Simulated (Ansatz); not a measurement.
Band structure of CaNi2 (Fd-3m, 6 atoms in the cell).

```yaml
crystal:
  lattice:
    - [0.00000, 3.49996, 3.49996]
    - [3.49996, 0.00000, 3.49996]
    - [3.49996, 3.49996, 0.00000]
  atoms:
    - { symbol: Ca, position: [0.00000, 0.00000, 0.00000] }
    - { symbol: Ca, position: [0.25000, 0.25000, 0.25000] }
    - { symbol: Ni, position: [0.62500, 0.62500, 0.62500] }
    - { symbol: Ni, position: [0.12500, 0.62500, 0.62500] }
    - { symbol: Ni, position: [0.62500, 0.62500, 0.12500] }
    - { symbol: Ni, position: [0.62500, 0.12500, 0.62500] }
```

Method of the run: PBEsol, PAW files made with PBE (plane waves; Ansatz, a program for electronic structure).

Settings: basis.ecutwfc = 420 eV; kpoints.mp_grid.grid = 6 6 6; hamiltonian.xc = pbesol; hamiltonian.pseudopotentials = {kind: paw} (the program's default PAW files); scf.occupations.method = fermi_dirac; scf.occupations.width = 0.1 eV; kpoints.band_path.npoints = 8.

The starting cell comes from a database of computed structures (which also holds hypothetical and non-ambient phases and stackings), without a prior relaxation at this level. Its lattice was rescaled by a random factor within 2.5 % of one. Spin polarisation is off.

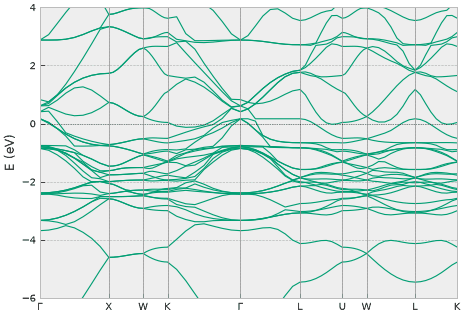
Fig. 1. Bands along the path, energies from the Fermi level.

Levels in eV from the Fermi level, bands 43 to 50:
```
point     43     44     45     46    47    48    49    50
-----  -----  -----  -----  -----  ----  ----  ----  ----
Γ       0.16   0.16   0.16   0.41  0.41  0.61  0.61  0.61
X      -0.77  -0.77  -0.73  -0.73  0.73  0.73  1.73  1.73
W      -1.05  -1.05  -0.53  -0.53  0.24  0.24  2.59  2.59
K      -0.95  -0.90  -0.67  -0.51  0.04  1.09  1.65  2.65
L      -0.84  -0.66  -0.66   0.16  1.17  1.76  1.76  1.83
U      -0.95  -0.90  -0.67  -0.51  0.04  1.09  1.65  2.65
```

Bands cross the Fermi level along this path, so the cell is metallic at this level.

Keys are those of Ansatz 0.2.
